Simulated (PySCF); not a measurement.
```xyz
14

C    -0.9060    1.2318   -0.1303
N    -0.3243   -0.0028    0.2728
C    -1.0249   -1.1595   -0.1725
Si    1.4079   -0.0906    0.6487
N     2.1646   -0.2190   -0.8244
F     1.4926   -1.5126    1.3938
H    -0.9488    1.3242   -1.2225
H    -0.3251    2.0587    0.2703
H    -1.9327    1.3016    0.2440
H    -1.1321   -1.1744   -1.2632
H    -2.0314   -1.1697    0.2600
H    -0.4914   -2.0497    0.1446
H     1.5714    0.8854    1.7123
H     2.4797    0.5761   -1.3559
```

Geometry: GFN2-xTB.

Level of theory: PySCF, UKS B3LYP, pcH-1 on C F H N Si, non-relativistic, mean-field spin-orbit, GIAO.

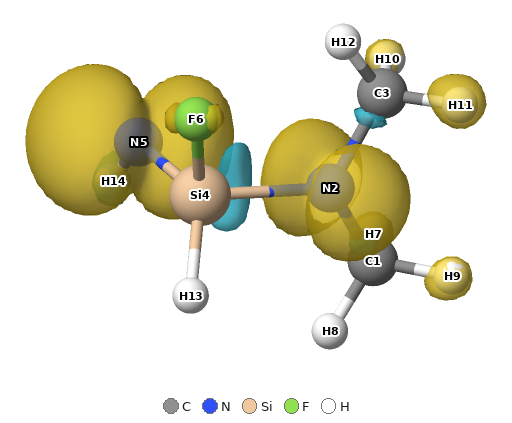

C₂H₈FN₂Si (doublet). Isosurfaces of the spin density at +0.015 (yellow) and −0.015 e/Å³ (cyan), seen at a tilt.

> Describe the spin distribution.

The unpaired spin (1 electron) lies mostly on N5 (about 0.6) and N2 (about 0.2), in electrons by Hirshfeld's partition.
